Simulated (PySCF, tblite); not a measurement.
# C5H16Si3: geometry, infrared bands and NMR shifts

Aim: predict the infrared bands and NMR shifts of C5H16Si3 (`C=C[C@@H](C)[SiH2]C([SiH3])[SiH3]`).

Computed with tblite 0.8.0 and PySCF 2.14.0, with density-fitted response routines of our own, on a single molecule in the gas phase. Atoms are numbered from 0 throughout.

## Step 1: The molecule as given

24 atoms, charge 0, multiplicity 1; geometry from: force field or distance geometry start.

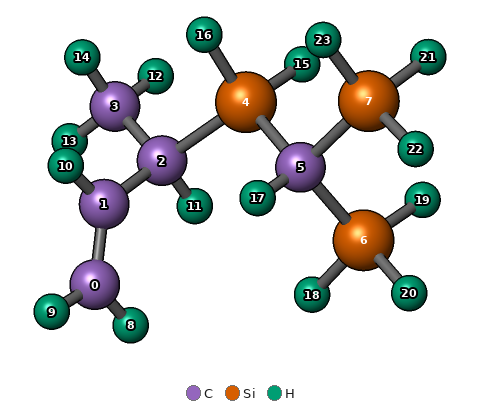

The starting geometry (carbon purple, silicon orange, hydrogen teal), atoms numbered.

## Step 2: Relaxing the molecule with GFN2-xTB

Job settings and geometry (Å):

```
{"job": {"kind": "relax", "xc": "GFN2-xTB", "basis": "xTB"}, "charge": 0, "multiplicity": 1}
C      2.406300     1.145400    -1.349900
C      2.123300     0.560400    -0.187800
C      1.386600    -0.757200    -0.044100
C      2.281500    -1.791400     0.610700
Si    -0.303100    -0.538100     0.879300
C     -1.363800     0.772100     0.121900
Si    -1.968200     0.184900    -1.501200
Si    -2.819600     0.987500     1.210600
H      2.086900     0.715600    -2.294100
H      2.947300     2.080700    -1.380400
H      2.480400     1.025800     0.736800
H      1.122400    -1.135000    -1.044800
H      1.779700    -2.772800     0.685600
H      3.212500    -1.934900     0.045800
H      2.555200    -1.499300     1.642000
H     -0.990200    -1.853200     0.928600
H      0.030300    -0.171300     2.278600
H     -0.812300     1.709100     0.026300
H     -0.835700    -0.042500    -2.423000
H     -2.725900    -1.087400    -1.397000
H     -2.841400     1.206100    -2.134700
H     -3.603000    -0.268700     1.384000
H     -3.733000     2.021900     0.665800
H     -2.427800     1.462200     2.548600
```

The run is started by

```
OMP_NUM_THREADS=1 python probes_run.py task.json out
```

The driver reads the jobs from task.json and runs them one after another.

**Question.** This job is followed by: GFN2-xTB harmonic vibrations, gas phase; GIAO PBE0/pcSseg-1 NMR shielding, non-relativistic, gas phase. Predict these results of the whole session: strongest single infrared mode (GFN2-xTB); zero-point energy (GFN2-xTB); ¹³C shifts against TMS (PBE0/pcSseg-1); ¹H shifts against TMS (PBE0/pcSseg-1, means over atoms taken as alike); ²⁹Si shifts against TMS (PBE0/pcSseg-1).

The runs gave:

```
                                                              quantity                                                            value
                             strongest single infrared mode (GFN2-xTB)                                            2260 cm⁻¹, 654 km/mol
                                          zero-point energy (GFN2-xTB)                                                   111.7 kcal/mol
                                ¹³C shifts against TMS (PBE0/pcSseg-1)                              151.1, 118.4, 29.9, 18.2, -21.3 ppm
¹H shifts against TMS (PBE0/pcSseg-1, means over atoms taken as alike)  5.84, 5.42, 5.24, 4.10, 4.06, 4.02, 3.91, 2.01, 1.26, -0.52 ppm
                               ²⁹Si shifts against TMS (PBE0/pcSseg-1)                                          -32.1, -69.7, -70.4 ppm
```

In words: Relaxing lowered the energy by 0.321 eV in 123 steps; the close pair that moved most is C5–Si6, from 1.829 to 1.904 Å. All 66 modes are real, so the xTB geometry is a minimum. The strongest single mode, at 2260 cm⁻¹, moves mainly H21. Unscaled tight-binding wavenumbers are off by several per cent, some by more. Its intensities can rank the bands wrongly. The most deshielded carbon is C1 (alkene CH), at 151.1 ppm: an sp2 carbon of a C=C bond. H10 (hydrogen on an alkene CH) lies farthest downfield among hydrogen, at 5.84 ppm; attached to an sp2 carbon and in the plane of the double bond. At PBE0/pcSseg-1: Shielding is most anisotropic at C1 (span 229 ppm, paramagnetic term -225 ppm).
